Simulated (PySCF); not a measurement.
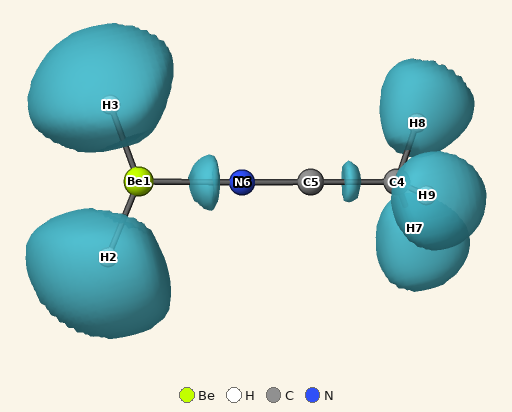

C$_{2}$H$_{5}$BeN. Isosurface of the electron localisation function at 0.9 (cyan), seen across its widest extent. Core shells and regions of very low density are left out.

Geometry: PBE0-D3(BJ)/def2-SVPD.

Computed with PySCF, wB97M-D3(BJ)/def2-TZVPD, SCF density, gas phase.

```xyz
9

Be   -0.5680   -0.1885   -0.3663
H    -1.3651   -1.2952   -0.3742
H    -0.7285    1.1622   -0.2578
C     3.6276   -1.1847   -0.7807
C     2.2268   -0.8570   -0.6441
N     1.1091   -0.6002   -0.5368
H     3.7494   -1.9621   -1.5472
H     4.1988   -0.2927   -1.0720
H     4.0097   -1.5645    0.1767
```

### Describe the localisation domains.

The ELF exceeds this value in one region between bonded C–C atoms (shared pairs), five regions around hydrogen nuclei and one lobe of the valence shell of N pointing towards Be. Profiles from the grid: C–N (1.15 Å): the ELF peaks at about 0.85 between the atoms; a short, multiple covalent bond. C–C (1.45 Å): the ELF peaks at about 0.95 between the atoms (a covalent bond).
